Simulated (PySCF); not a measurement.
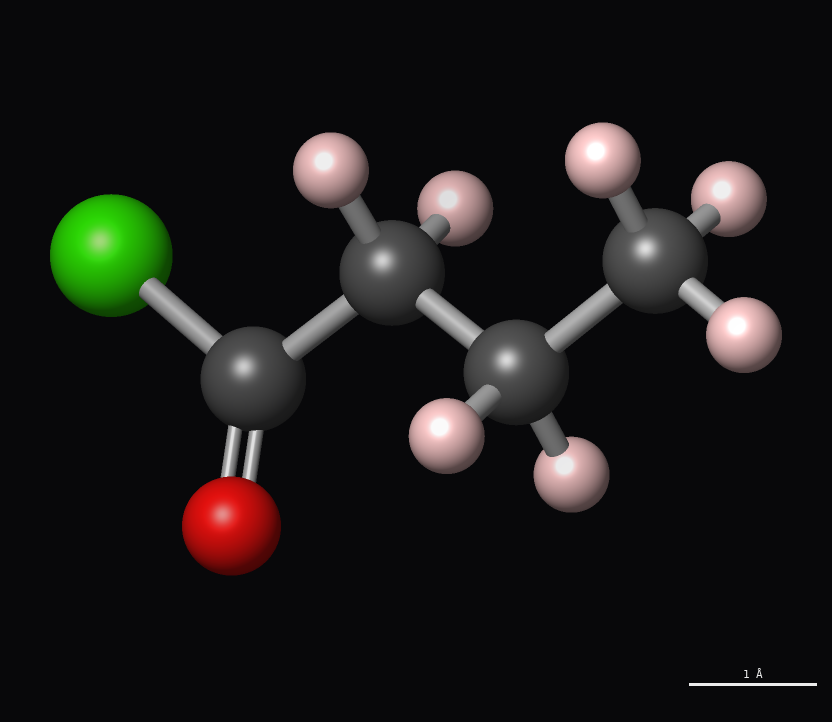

Double and triple bonds are drawn as two and three sticks. Colours: carbon dark grey, oxygen red, chlorine green, hydrogen pink.

**Count the atoms of each element.**

C₄H₇ClO, 13 atoms: 4 carbon, 7 hydrogen, 1 chlorine and 1 oxygen.

**Count the bonded pairs by element.**

7 C–H, 3 C–C, 1 C–O, 1 C–Cl.

The parts below concern this one geometry. Atoms keep their numbers from picture to picture. Computed geometry: PBE0-D3(BJ)/def2-SVP optimisation. No frequency run is at hand to confirm it as a minimum.

**Shape**

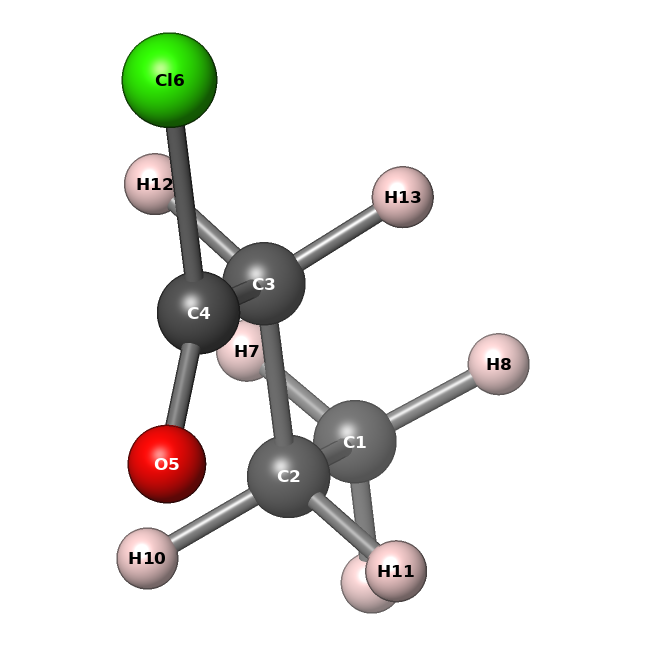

C3 lies behind C4. The molecule seen a little off the C4–C3 bond, C4 in front. Distant atoms are faded towards the background colour. No frequency run is at hand to confirm it as a minimum.

**What is the torsion angle Cl6–C4–C3–C2? The sign is positive where the front bond must turn clockwise to cover the back bond.**

−179°, antiperiplanar (anti).

**Charges**

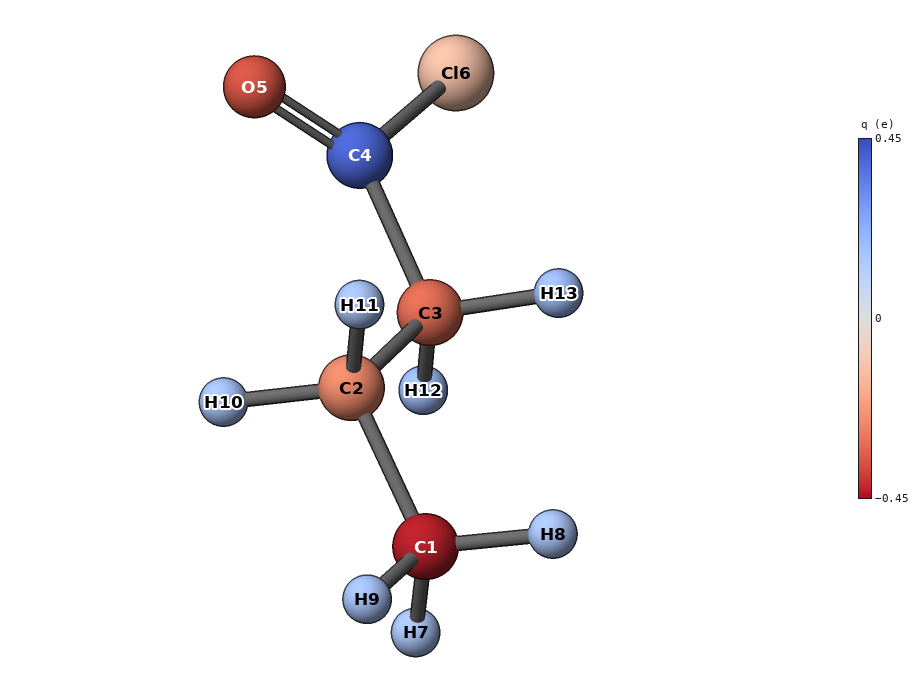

Atoms are coloured by their IAO charges. No frequency run is at hand to confirm it as a minimum. Method: PBE0/6-311+G(2d,p), gas phase (PySCF 2.14.0).

**Which atom carries the highest charge (most positive or least negative)?**

C4 (0.39 e).

**And the lowest?**

C1 (−0.42 e).

Give the IAO charges atom by atom.

```csv
atom,value (e)
C1,−0.42
C2,−0.25
C3,−0.31
C4,0.39
O5,−0.35
Cl6,−0.12
H7,0.14
H8,0.14
H9,0.15
H10,0.15
H11,0.15
H12,0.17
H13,0.17
```

**Electronic properties**

No frequency run is at hand to confirm it as a minimum. Level of theory: PBE0/6-311+G(2d,p), gas phase (PySCF 2.14.0).

**What is the dipole moment?**

3.03 D.

**What is the HOMO–LUMO gap?**

7.52 eV.

**Estimate the HOMO energy (Kohn–Sham orbital).**

−8.54 eV.

**Quadrupole coupling**

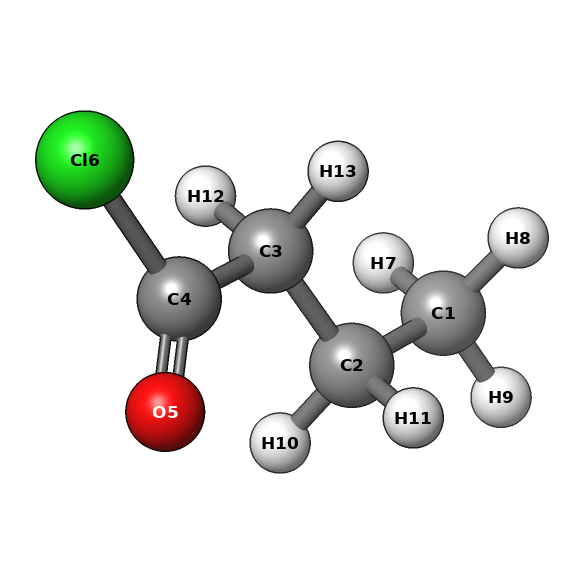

No frequency run is at hand to confirm it as a minimum. Electric field gradients from the ground-state density, PBE0/STO-3G (PySCF 2.14.0), non-relativistic apart from any core potentials.

Give the largest field-gradient component, the quadrupole coupling constant and the asymmetry for 17O at O5 (Q = −25.6 mb), 35Cl at Cl6 (Q = −81.7 mb).

```csv
atom,V_zz (a.u.),e²qQ/h (MHz),η
O5,−1.700,10.23,0.04
Cl6,3.094,−59.4,0.15
```

**NMR shielding**

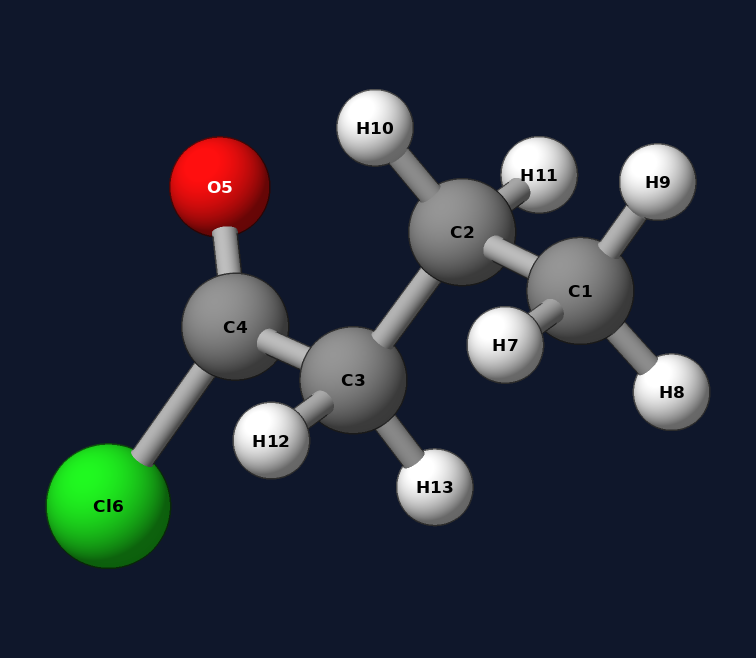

No frequency run is at hand to confirm it as a minimum. Level of theory: GIAO PBE0/pcSseg-1 NMR shielding, non-relativistic, IEF-PCM chloroform (PySCF 2.14.0). Principal shieldings σ11 ≤ σ22 ≤ σ33, span Ω = σ33 − σ11, skew κ = 3(σiso − σ22)/Ω.

Give the shielding tensors of the O atoms.

```csv
atom,σ11,σ22,σ33,σiso,Ω,κ
O5,−582.6,−354.5,245.1,−230.7,827.7,0.45
```

Shieldings and span in ppm.
